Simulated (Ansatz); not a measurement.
AlGaH₂O (SMILES [Al][O][GaH2])

Input

```
crystal:
  periodic: [false, false, false]
  atoms:
    - symbol: Al
      position_ang: [-4.165476, -1.208082, -3.095159]
    - symbol: Ga
      position_ang: [-2.031340, 0.076741, -0.684967]
    - symbol: O
      position_ang: [-3.126359, -0.581662, -1.921245]
    - symbol: H
      position_ang: [-2.644312, 0.300355, 0.734921]
    - symbol: H
      position_ang: [-0.565303, 0.366449, -1.141743]
basis:
  gaussian: {orbitals: def2-TZVPD}
hamiltonian: {xc: pbe0}
output: {forces: true, orbitals: {seedname: orbitals}}
```

Command:

```sh
ansatz run input.yaml --threads 2 --pin off --max-ram 4350MiB --events-out events.jsonl --progress --plain --runs-dir runs
```

Geometry: PBE0-D4/def2-TZVP.

These are results of isolated molecule in a Gaussian basis; Kohn-Sham density functional theory, functional PBE0 in Ansatz 0.2.0, not measurements.

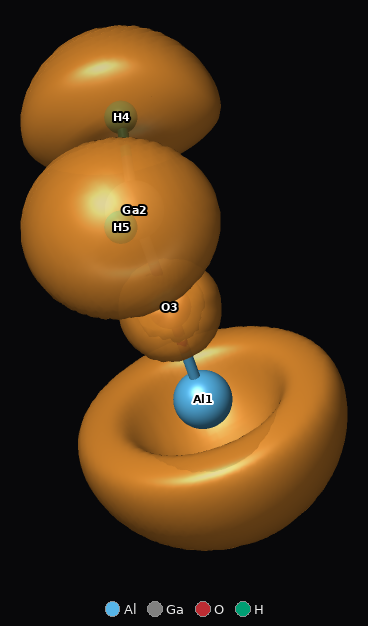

Figure 1. Isosurface of the ELF at 0.8 (orange), seen at an oblique angle. Core shells and regions of very low density are left out.

Question: What do the ELF domains correspond to?

Answer: At this value the surface marks out two regions around hydrogen nuclei, one lobe on Al, pointing away from the bonds (lone pairs) and one region wrapped around O (its valence shell). Profiles from the grid: Al–O (1.69 Å): the ELF peaks at about 0.85 in the valence shell of O, 0.6 Å from its nucleus, and is about 0.40 at the midpoint. Ga–O (1.78 Å): the ELF peaks at about 0.85 in the valence shell of O, 0.6 Å from its nucleus, and is about 0.25 at the midpoint.

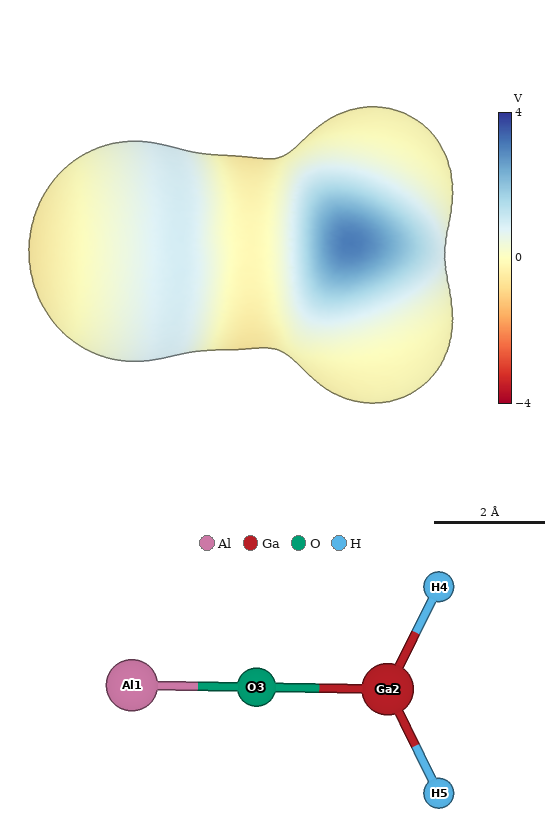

Figure 2. The electrostatic potential painted on the density surface at 0.002 e/bohr³, seen across its widest extent; red is negative and blue positive. The bare structure is drawn below in the same view.

Question: Where is the surface potential most negative and most positive?

Answer: The most negative region (about −0.5 V) lies over O3, the most positive (about +3.0 V) over Ga2.

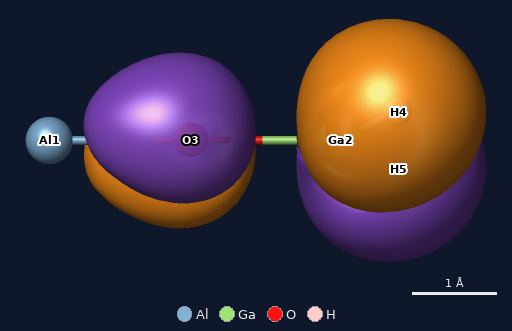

Figure 3. The HOMO−1 at ±0.1 Å⁻³ᐟ² (orange and purple are the two phases), seen from one side.

Question: Describe this orbital and give its energy.

Answer: It lies mainly on O3 (about 35 %), Ga2 (about 25 %), H4 (about 20 %) and H5 (about 20 %); it is symmetric in the molecular plane (an in-plane orbital: σ, lone-pair or in-plane π type). Its energy is −8.15 eV.
